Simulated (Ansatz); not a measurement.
# WC (Qusongite, P-6m2): modes against uniaxial strain along c

Wanted: the shifts of the zone-centre modes of WC (Qusongite, P-6m2) with strain.

Main program and level: Ansatz 0.2.0; DFT PBEsol, scalar-relativistic, plane waves, PAW; PAW set soft_1.

## (1) The starting structure

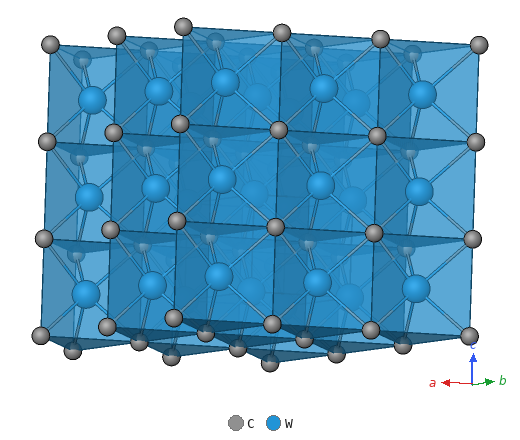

The cell as given, from a free direction (carbon grey, tungsten blue). 2×2×2 cells are drawn. Some periodic images of atoms are drawn too.

## (2) Relaxation

Harmonic phonons are second derivatives at a point where the forces vanish, and they are wanted at zero stress, so atoms and cell are relaxed first.

File input.yaml:

```yaml
crystal:
  lattice:
    - [2.9065, 0.0, 0.0]
    - [-1.45325, 2.5171028361, 0.0]
    - [0.0, 0.0, 2.8366]
  atoms:
    - { symbol: C, position: [0.66666667, 0.33333333, 0.5] }
    - { symbol: W, position: [0.0, 0.0, 0.0] }
kpoints:
  mp_grid: { grid: [18, 18, 14] }
hamiltonian:
  xc: pbesol
  pseudopotentials: { kind: paw, azcp: { folder: soft_1 }, xc_functional: pbe }
scf:
  occupations: { method: gaussian, width: 0.1 }
output:
  forces: true
  stress: true
  eigenvalues: true
  write_density: true
  write_potential: true
  elf: true
  volumetric_format: npy
relax:
  adjacent_minimum: "off"
  f_tol: 0.005
  max_steps: 80
  cell: { stress_tol: 0.05 }
```

The run is started by

```
ansatz run input.yaml --threads 4 --pin off --max-ram 10240MiB --backend cpu --events-out ev --progress --plain --runs-dir out
```

Numbers of over 12 decimals in the logs are rounded to 6 here.

Log:

```text
Engine: ansatz 0.2.0, x86_64-unknown-linux-gnu
Pseudopotentials: kind: paw
Pseudopotential: C, paw, valence charge 4, recommended cutoff 420 eV (normal), soft_1/C.paw.azcp
Pseudopotential: W, paw, valence charge 14, recommended cutoff 420 eV (normal), soft_1/W.paw.azcp
Functional definition: PBEsol
  exchange = pbesol_x
  correlation = pbesol_c
Crystal: 2 atoms, lattice volume = 20.752 Å³
Basis set: ecut = 420 eV, 405 PW (Γ), exchange–correlation on 40×40×40 points (8 copies of the dense FFT grid, shifted against one another)
Bands: 13, of which v1, the nominal top of the filled ones, is band 9 counted from 1 (8 counted from 0)
Symmetry: 12 space group operations
Space group: P-6m2 (ITA 187), of the structure as read, at distance tolerance 2.7e-5 Å
k-points: 296 of 4536 (time reversal used)
Non-local potential: C, projectors of the file, l = 0: 2, l = 1: 2, l = 2: 1
Non-local potential: W, projectors of the file, l = 0: 3, l = 1: 2, l = 2: 2, l = 3: 1
PAW form: soft (Blöchl's): semilocal exchange-correlation on the pseudo side does not see the compensation charge
PAW frozen core: C, regenerated for the run's functional, and the local potential with it (the file was generated under x = pbe(κ = 0.804, μ = 0.219515), c = pbe(β = 0.066725))
PAW frozen core: W, regenerated for the run's functional, and the local potential with it (the file was generated under x = pbe(κ = 0.804, μ = 0.219515), c = pbe(β = 0.066725))
PAW one-centre angular grid: C, 110 points (default); XC on 64 Gauss nodes
PAW one-centre angular grid: W, 590 points (default); XC on 64 Gauss nodes
Initial density: superposition of atomic densities (chi_scale 0.1, normalization cell, long waves kept (reshape's long-wave potential 0.00 eV rms))
Initial wavefunctions: pseudopotential atomic-orbital guess
Functional: x = pbesol(κ = 0.804, μ = 0.123457), c = pbesol(β = 0.046)
SCF iter   1: F=—  HF=-10505.933442 eV  |F-HF|=—  |Δ(HF+E_count)|=         —  Δρ=1.29e-1  dr2=4.67e0  ethr=3.10e-3  ⟨swp⟩=5.0  Hψ=18411  notcnv=0
preconditioner: auto → none  [metal: Δε(μ)=0.061 eV  Ē_g=10.786 eV  σ=0.100 eV  W_gap=0.33  n_scr=8 (ndim 8)  ℏωp=25.8 eV  f_vac=0.000  D(μ)=0.16/eV (n_scr^D=0)  sad-step TF]
SCF iter   2: F=—  HF=-10505.363202 eV  |F-HF|=—  |Δ(HF+E_count)|=   5.70e-1  Δρ=9.15e-2  dr2=2.42e0  ethr=3.10e-3  ⟨swp⟩=2.0  Hψ=7388  notcnv=0  defer=1
SCF iter   3: F=—  HF=-10504.748383 eV  |F-HF|=—  |Δ(HF+E_count)|=   6.15e-1  Δρ=9.20e-3  dr2=2.04e-2  ethr=3.10e-3  ⟨swp⟩=2.2  Hψ=6599  notcnv=0  defer=1
SCF iter   4: F=—  HF=-10504.745777 eV  |F-HF|=—  |Δ(HF+E_count)|=   2.61e-3  Δρ=9.55e-4  dr2=9.48e-5  ethr=1.13e-4  ⟨swp⟩=1.2  Hψ=6214  notcnv=0  defer=1
SCF iter   5: F=—  HF=-10504.745844 eV  |F-HF|=—  |Δ(HF+E_count)|=   6.62e-5  Δρ=1.62e-4  dr2=2.56e-6  ethr=5.27e-7  ⟨swp⟩=2.1  Hψ=5988  notcnv=0  defer=1
SCF iter   6: F=-10504.745844 eV  HF=-10504.745844 eV  |F-HF|=4.88e-8  |Δ(HF+E_count)|=   2.08e-7  Δρ=2.46e-5  dr2=8.90e-8  ethr=5.56e-10  ⟨swp⟩=10.1  Hψ=27384  notcnv=0
SCF 1 converged in 6 iterations: F = -10504.745844 eV  dr2 = 8.90e-8
  greatest PAW one-centre occupation: 0.999 electrons in one spin orbital (limit 2), on the W atom at site 1 (counted from 0), in its partial waves of l = 0
relax step   1: F+E_penalty+E_count = -10504.74584374 eV  Δ(F+E_penalty+E_count) = +0.000e0 eV  max|allowed force component| = 1.237e-16 eV/Å  Δτ_max = 0.0000 Å  P = -3.434 GPa  Ω = 20.752 Å³  (6 SCF iters, dr2 threshold 1.00e-7 eV, accepted)
Crystal: 2 atoms, lattice volume = 20.479 Å³
Initial density: handed on by an earlier stage of this run
Initial wavefunctions: those handed on with the density
iter 1 solved again at ethr=9.96e-6 eV; its pass at ethr=3.10e-3 eV (dr2=1.79e-3 eV) is discarded
SCF iter   1: F=—  HF=-10504.747896 eV  |F-HF|=—  |Δ(HF+E_count)|=         —  Δρ=2.68e-3  dr2=1.75e-3  ethr=9.96e-6  ⟨swp⟩=1.0  Hψ=20829  notcnv=0
preconditioner: auto → none  [metal: Δε(μ)=0.071 eV  Ē_g=10.238 eV  σ=0.100 eV  W_gap=0.38  n_scr=8 (ndim 8)  ℏωp=25.9 eV  f_vac=0.000  D(μ)=0.24/eV (n_scr^D=0)]
SCF iter   2: F=—  HF=-10504.747526 eV  |F-HF|=—  |Δ(HF+E_count)|=   3.70e-4  Δρ=1.04e-3  dr2=2.77e-4  ethr=9.70e-6  ⟨swp⟩=1.5  Hψ=4470  notcnv=0
SCF iter   3: F=—  HF=-10504.747462 eV  |F-HF|=—  |Δ(HF+E_count)|=   6.45e-5  Δρ=1.19e-4  dr2=2.02e-6  ethr=1.54e-6  ⟨swp⟩=2.0  Hψ=4710  notcnv=0
SCF iter   4: F=—  HF=-10504.747466 eV  |F-HF|=—  |Δ(HF+E_count)|=   4.01e-6  Δρ=1.91e-5  dr2=3.03e-8  ethr=1.12e-8  ⟨swp⟩=2.4  Hψ=5193  notcnv=0
iter 5 did not close the SCF: its close was put off for the readings that it lacked (scf_convergence_deferred on its scf_iter line)
SCF iter   5: F=-10504.747466 eV  HF=-10504.747466 eV  |F-HF|=9.82e-11  |Δ(HF+E_count)|=   6.31e-9  Δρ=2.10e-6  dr2=3.46e-10  ethr=1.69e-10  ⟨swp⟩=2.6  Hψ=6180  notcnv=0
SCF iter   6: F=-10504.747466 eV  HF=-10504.747466 eV  |F-HF|=1.82e-12  |Δ(HF+E_count)|=  2.18e-11  Δρ=4.57e-7  dr2=9.17e-12  ethr=1.92e-12  ⟨swp⟩=4.2  Hψ=17559  notcnv=0
SCF 2 converged in 6 iterations: F = -10504.747466 eV  dr2 = 9.17e-12
relax step   2: F+E_penalty+E_count = -10504.74746580 eV  Δ(F+E_penalty+E_count) = -1.622e-3 eV  max|allowed force component| = 6.476e-17 eV/Å  Δτ_max = 0.0000 Å  P = +1.921 GPa  Ω = 20.479 Å³  energy of the carried Pulay correction = +3.798e-4 eV  (6 SCF iters, dr2 threshold 2.00e-7 eV, accepted)
Crystal: 2 atoms, lattice volume = 20.578 Å³
iter 1 solved again at ethr=8.81e-7 eV; its pass at ethr=3.10e-3 eV (dr2=1.59e-4 eV) is discarded
SCF iter   1: F=—  HF=-10504.747945 eV  |F-HF|=—  |Δ(HF+E_count)|=         —  Δρ=8.70e-4  dr2=1.67e-4  ethr=8.81e-7  ⟨swp⟩=2.0  Hψ=23219  notcnv=0
preconditioner: auto → none  [metal: Δε(μ)=0.068 eV  Ē_g=10.187 eV  σ=0.100 eV  W_gap=0.37  n_scr=8 (ndim 8)  ℏωp=25.9 eV  f_vac=0.000  D(μ)=0.25/eV (n_scr^D=0)]
SCF iter   2: F=—  HF=-10504.747911 eV  |F-HF|=—  |Δ(HF+E_count)|=   3.42e-5  Δρ=3.29e-4  dr2=2.45e-5  ethr=8.81e-7  ⟨swp⟩=2.1  Hψ=4800  notcnv=0
SCF iter   3: F=—  HF=-10504.747905 eV  |F-HF|=—  |Δ(HF+E_count)|=   5.48e-6  Δρ=4.84e-5  dr2=3.77e-7  ethr=1.36e-7  ⟨swp⟩=2.1  Hψ=4723  notcnv=0
iter 4 did not close the SCF: its close was put off for the readings that it lacked (scf_convergence_deferred on its scf_iter line)
SCF iter   4: F=-10504.747905 eV  HF=-10504.747905 eV  |F-HF|=1.22e-9  |Δ(HF+E_count)|=   6.59e-8  Δρ=7.17e-6  dr2=5.14e-9  ethr=2.10e-9  ⟨swp⟩=2.2  Hψ=5076  notcnv=0
iter 5 did not close the SCF: its close was put off for the readings that it lacked (scf_convergence_deferred on its scf_iter line)
SCF iter   5: F=-10504.747905 eV  HF=-10504.747905 eV  |F-HF|=5.82e-11  |Δ(HF+E_count)|=  1.29e-10  Δρ=9.37e-7  dr2=1.04e-10  ethr=2.86e-11  ⟨swp⟩=2.5  Hψ=5995  notcnv=0
SCF iter   6: F=-10504.747905 eV  HF=-10504.747905 eV  |F-HF|=9.09e-12  |Δ(HF+E_count)|=  5.46e-12  Δρ=1.78e-7  dr2=2.03e-12  ethr=1.00e-12  ⟨swp⟩=4.2  Hψ=16709  notcnv=0
SCF 3 converged in 6 iterations: F = -10504.747905 eV  dr2 = 2.03e-12
relax step   3: F+E_penalty+E_count = -10504.74790535 eV  Δ(F+E_penalty+E_count) = -4.396e-4 eV  max|allowed force component| = 1.712e-16 eV/Å  Δτ_max = 0.0000 Å  P = +0.054 GPa  Ω = 20.578 Å³  energy of the carried Pulay correction = +2.435e-4 eV  (6 SCF iters, dr2 threshold 2.00e-7 eV, accepted)
[...]
relax step   4: F+E_penalty+E_count = -10504.74797593 eV  Δ(F+E_penalty+E_count) = -7.058e-5 eV  max|allowed force component| = 1.388e-16 eV/Å  Δτ_max = 0.0000 Å  P = -0.064 GPa  Ω = 20.581 Å³  energy of the carried Pulay correction = +2.392e-4 eV  (6 SCF iters, dr2 threshold 2.00e-7 eV, accepted)
[...]
relax step   5: F+E_penalty+E_count = -10504.74798157 eV  Δ(F+E_penalty+E_count) = -5.642e-6 eV  max|allowed force component| = 1.943e-16 eV/Å  Δτ_max = 0.0000 Å  P = -0.000 GPa  Ω = 20.578 Å³  energy of the carried Pulay correction = +2.433e-4 eV  (7 SCF iters, accepted)
Initial wavefunctions: pseudopotential atomic-orbital guess (no wavefunctions were taken with the density)
iter 1 solved again at ethr=3.05e-8 eV; its pass at ethr=3.10e-3 eV (dr2=5.49e-6 eV) is discarded
SCF iter   1: F=—  HF=-10504.747744 eV  |F-HF|=—  |Δ(HF+E_count)|=         —  Δρ=2.85e-5  dr2=2.44e-8  ethr=3.05e-8  ⟨swp⟩=3.0  Hψ=29498  notcnv=0
preconditioner: auto → none  [metal: Δε(μ)=0.071 eV  Ē_g=10.187 eV  σ=0.100 eV  W_gap=0.38  n_scr=8 (ndim 8)  ℏωp=25.9 eV  f_vac=0.000  D(μ)=0.25/eV (n_scr^D=0)]
SCF iter   2: F=—  HF=-10504.747748 eV  |F-HF|=—  |Δ(HF+E_count)|=   3.93e-6  Δρ=1.38e-5  dr2=4.69e-9  ethr=1.36e-10  ⟨swp⟩=2.1  Hψ=6137  notcnv=0
SCF iter   3: F=—  HF=-10504.747748 eV  |F-HF|=—  |Δ(HF+E_count)|=   5.36e-9  Δρ=1.21e-6  dr2=4.08e-11  ethr=2.61e-11  ⟨swp⟩=2.0  Hψ=6515  notcnv=0
iter 4 did not close the SCF: its close was put off for the readings that it lacked (scf_convergence_deferred on its scf_iter line)
SCF iter   4: F=-10504.747748 eV  HF=-10504.747748 eV  |F-HF|=3.64e-12  |Δ(HF+E_count)|=  6.00e-11  Δρ=8.94e-8  dr2=6.31e-13  ethr=1.00e-12  ⟨swp⟩=1.0  Hψ=3848  notcnv=0
iter 5 did not close the SCF: its close was put off for the readings that it lacked (scf_convergence_deferred on its scf_iter line)
SCF iter   5: F=-10504.747748 eV  HF=-10504.747748 eV  |F-HF|=0.00e0  |Δ(HF+E_count)|=  1.82e-12  Δρ=1.24e-8  dr2=4.30e-14  ethr=1.00e-12  ⟨swp⟩=1.0  Hψ=3848  notcnv=0
iter 6 did not close the SCF: its close was put off for the readings that it lacked (scf_convergence_deferred on its scf_iter line)
SCF iter   6: F=-10504.747748 eV  HF=-10504.747748 eV  |F-HF|=5.46e-12  |Δ(HF+E_count)|=  1.82e-12  Δρ=1.96e-9  dr2=6.78e-16  ethr=1.00e-12  ⟨swp⟩=1.0  Hψ=3848  notcnv=0
iter 7 did not close the SCF: its close was put off for the readings that it lacked (scf_convergence_deferred on its scf_iter line)
SCF iter   7: F=-10504.747748 eV  HF=-10504.747748 eV  |F-HF|=7.28e-12  |Δ(HF+E_count)|=  1.82e-12  Δρ=9.66e-10  dr2=2.39e-16  ethr=1.00e-12  ⟨swp⟩=1.0  Hψ=3848  notcnv=0
SCF iter   8: F=-10504.747748 eV  HF=-10504.747748 eV  |F-HF|=9.09e-12  |Δ(HF+E_count)|=  3.64e-12  Δρ=2.38e-10  dr2=1.02e-17  ethr=1.00e-12  ⟨swp⟩=2.0  Hψ=10041  notcnv=0
SCF 6 converged in 8 iterations: F = -10504.747748 eV  dr2 = 1.02e-17
relax step   6: F+E_penalty+E_count = -10504.74774760 eV  Δ(F+E_penalty+E_count) = +2.340e-4 eV  max|allowed force component| = 1.388e-16 eV/Å  Δτ_max = 0.0000 Å  P = -0.012 GPa  Ω = 20.578 Å³  stress off target by 1.20e-2 GPa  SCF on the basis re-selected at this cell (its energy is not comparable with the rows above)  (8 SCF iters)
basis re-selected at this cell: Δ(F+E_penalty+E_count) = +2.340e-4 eV, ΔP = -0.012 GPa vs the last step (what re-selecting the basis moved, of the pressure what is left beyond the Pulay correction that the steps carried, after the strain that the cell walked since its last selection, with what the two solves' SCF thresholds leave and, on support functions, any second-order correction that the steps lacked; it is no m [...]
SCF converged after 8 iterations
Free energy (F): -10504.747748 eV
Harris-Foulkes:  -10504.747748 eV  (|F-HF|=9.09e-12)
Internal energy: -10504.746494 eV  (E = F + TS)
E sigma→0 (E₀):  -10504.747121 eV
Entropy (-TS):   -0.001253 eV (-0.627 meV/atom)
Fermi energy:    20.494002 eV
--- Per-component energies (eV) ---
  E_band       = -59.817116
  E_kinetic    = 509.816356
  E_local      = -597.766733  (includes V_loc(G=0)·N_el)
  E_nonlocal   = -0.107998
  E_hartree    = 245.358108
  E_xc         = -314.014945
  E_vxc        = -290.762624  (∫ρ·V_xc dr)
  E_paw        = -8546.956228  (= ΣΔE_a)
  E_vpaw       = -171.712498  (= ΣTr[D̂ρ^β])
  E_aug_tail   = 0.000165  (compensation charges beyond the density's cutoff)
  E_ewald      = -1801.318177
  E_core_change = 0.242958  (= ΣΔE_core)
  E_smearing   = -0.001253  (= −TS)
  E_closure    = -0.000000  (closes the sum)
  Σ components = -10504.747748   (vs F -10504.747748, Δ=0.00e0)
--- Forces (eV/Å), atoms counted from 1 ---
  atom   1  C      0.00000000     0.00000000     0.00000000
  atom   2  W      0.00000000     0.00000000     0.00000000
  max |Σ_I F_I| component: 3.15e-16 eV/Å
--- Stress (GPa, compression-positive) ---
       -0.011981      -0.000000      -0.000000
       -0.000000      -0.011981      -0.000000
       -0.000000      -0.000000      -0.011393
  P = ⅓ Tr σ = -0.0118 GPa (-0.118 kbar)
--- Band table (eV; the first three rows and the last of 296) ---
  k-point 0: bands = [... 5 lower, 16.1153, 17.1184, 17.1184, 20.6105, 23.7602, 23.7602, 26.1833, 26.1833]
  k-point 1: bands = [... 5 lower, 16.0590, 17.1760, 17.1760, 20.5876, 23.3108, 23.3108, 26.4550, 26.4550]
  k-point 2: bands = [... 5 lower, 15.8093, 17.3432, 17.3432, 20.6648, 22.4241, 22.4241, 26.7673, 26.7673]
  k-point 295: bands = [... 5 lower, 13.1814, 15.0620, 18.9125, 19.8371, 24.9562, 27.0020, 28.2032, 29.6785]
--- Relaxed structure (5 steps of the walk, 5 accepted, 1 SCFs on fresh bases) ---
  F+E_penalty+E_count = -10504.74774760 eV   max|allowed force component| = 1.388e-16 eV/Å   (the final SCF, on the basis selected at the relaxed cell)
  cell:  # Å, volume = 20.5778 Å³
    - [2.898613, -8.756623679376025e-19, 0]
    - [-1.449306, 2.510272, 0]
    - [0, 0, 2.828056]
  atoms:
    - { symbol: C, position: [0.666667, 0.333333, 0.500000] }
    - { symbol: W, position: [1.8503717008154225e-17, -1.8503717008154225e-17, 0.0] }
```

Elapsed: 38 s, on 4 threads of Intel Xeon at 2.50GHz (Skylake/Cascade Lake), shared host; peak memory 0.46 GiB.

Relaxation path:

| step | energy less that of the first step (eV) | largest force component (eV/Å) | pressure (GPa) | volume (Å³) |
| --- | --- | --- | --- | --- |
| 1 | 0.0000 | 0.0000 | -3.43 | 20.75 |
| 2 | -0.0016 | 0.0000 | 1.92 | 20.48 |
| 3 | -0.0021 | 0.0000 | 0.05 | 20.58 |
| 4 | -0.0021 | 0.0000 | -0.06 | 20.58 |
| 5 | -0.0021 | 0.0000 | 0.00 | 20.58 |
| 6* | -0.0019 | 0.0000 | -0.01 | 20.58 |

Relaxation steps marked * repeat the geometry before them on a plane-wave basis chosen anew for their cell, so energy and pressure can jump there.

The run keeps the 12 symmetry operations that it works with, so distortions that break them were not tested.

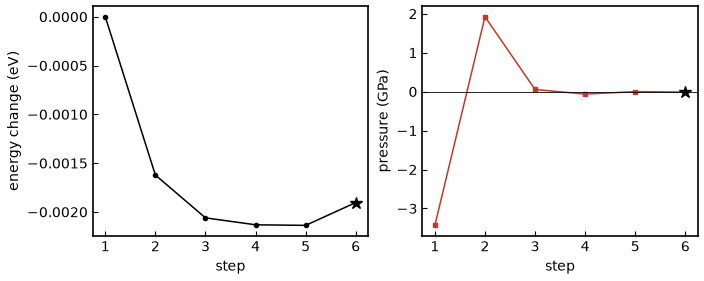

Energy and pressure along the relaxation. Stars mark steps on a basis chosen anew.

```
conventional cell, symmetrised  before  after  change
                         a (Å)   2.907  2.899  -0.3 %
                         b (Å)   2.907  2.899  -0.3 %
                         c (Å)   2.837  2.828  -0.3 %
              volume (Å³/atom)   10.38  10.29  -0.8 %
```

Final coordinates:

```xyz
2
Lattice="2.8986 0.0000 0.0000 -1.4493 2.5103 0.0000 0.0000 0.0000 2.8281" Properties=species:S:1:pos:R:3 pbc="T T T"
C     1.4493    0.8368    1.4140
W     0.0000    0.0000    0.0000
```

This step gave:

* pressure: -0.01179 GPa
* volume per atom: 10.29 Å³
* gap on the k-mesh: 0 eV

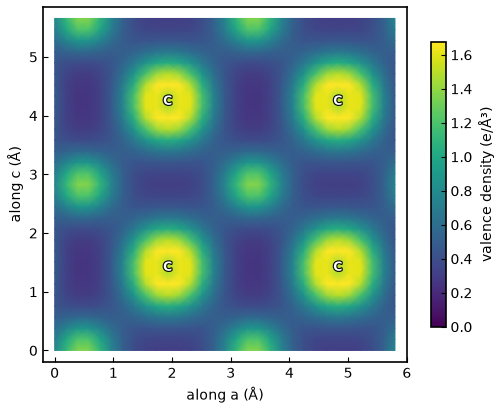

Valence density in the ac plane at fractional y = 0.333, with atoms of C within 0.2 Å of it. It is the smooth field of the valence electrons, not physical close to the nuclei.

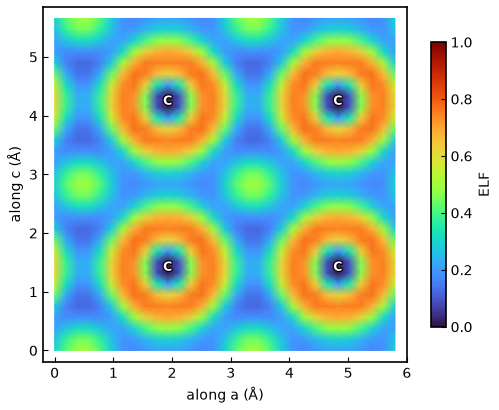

ELF in the ac plane at fractional y = 0.333, with atoms of C within 0.2 Å of it. It is the smooth field of the valence electrons, not physical close to the nuclei.

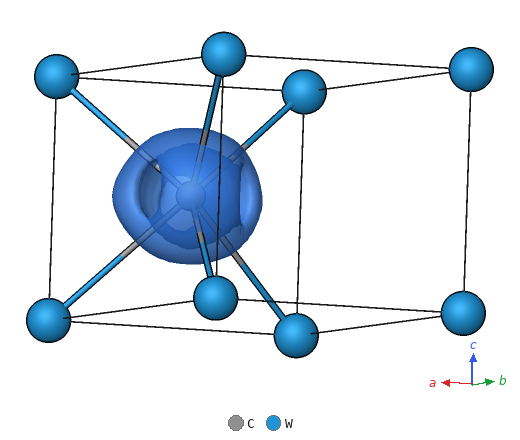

Surface of ELF = 0.73. Bonds to atoms that aren't drawn are left out.

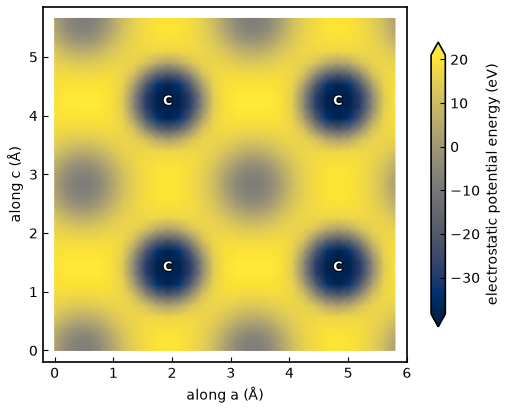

Electrostatic potential energy in the ac plane at fractional y = 0.333, with atoms of C within 0.2 Å of it. With pseudopotentials it is smooth inside the atoms' cores, unlike the true potential.

In this step the volume went from 10.38 to 10.29 Å³/atom.

## (3) Tight relaxation

Phonons need small forces and stress, so the relaxation is finished with tight tolerances on 18×18×16 k points.

File input.yaml:

```yaml
crystal:
  lattice:
    - [2.8986127346, 0.0, 0.0]
    - [-1.4493063673, 2.5102722639, 0.0]
    - [0.0, 0.0, 2.8280563979]
  atoms:
    - { symbol: C, position: [0.6666666667, 0.3333333333, 0.5] }
    - { symbol: W, position: [0.0, 0.0, 0.0] }
kpoints:
  mp_grid: { grid: [18, 18, 16] }
hamiltonian:
  xc: pbesol
  pseudopotentials: { kind: paw, azcp: { folder: soft_1 }, xc_functional: pbe }
scf:
  occupations: { method: methfessel_paxton, width: 0.2 }
output:
  forces: true
  stress: true
  eigenvalues: true
relax:
  adjacent_minimum: "off"
  f_tol: 0.001
  max_steps: 60
  cell: { stress_tol: 0.01 }
```

Log:

```text
[...]
Crystal: 2 atoms, lattice volume = 20.578 Å³
Basis set: ecut = 420 eV, 405 PW (Γ), exchange–correlation on 40×40×40 points (8 copies of the dense FFT grid, shifted against one another)
Bands: 13, of which v1, the nominal top of the filled ones, is band 9 counted from 1 (8 counted from 0)
Symmetry: 12 space group operations
[...]
k-points: 333 of 5184 (time reversal used)
[...]
k-point 332: bands = [... 5 lower, 13.1814, 15.0623, 18.9128, 19.8366, 24.9554, 27.0016, 28.2028, 29.6778]
--- Relaxed structure (3 steps of the walk, 2 accepted, 1 SCFs on fresh bases) ---
[...]
cell:  # Å, volume = 20.5779 Å³
    - [2.898596, 0.0, 0]
    - [-1.449298, 2.510257, 0]
    - [0, 0.0, 2.828097]
  atoms:
    - { symbol: C, position: [0.666667, 0.333333, 0.500000] }
    - { symbol: W, position: [-3.700743415524895e-17, 0, 0] }
[key lines of the parts left out:]
SCF converged after 4 iterations
Free energy (F): -10504.746435 eV
Fermi energy:    20.493507 eV
P = ⅓ Tr σ = -0.0001 GPa (-0.001 kbar)
```

It took 27 s on 4 threads; peak memory 0.46 GiB; 78 s of CPU time.

Little changed from the start: no atom moved by 0.005 Å and no cell edge by 0.1 %.

This step gave:

```yaml
pressure: -1.35e-4 GPa
```

The forces vanish by symmetry and the pressure is 0.000 GPa, within the tolerances set. The cell now holds 10.29 Å³/atom.

[end of part 1 of 2]

[Logs are printed without paths, hosts, clocks, repeated set-up lines and the standing remarks that a program may print on its own settings, such as how far it seeks lower states.]

[Hosts, paths, dates, database ids (printed as entryN), source tags and the programs' standing remarks are cut or masked in the printed files.]
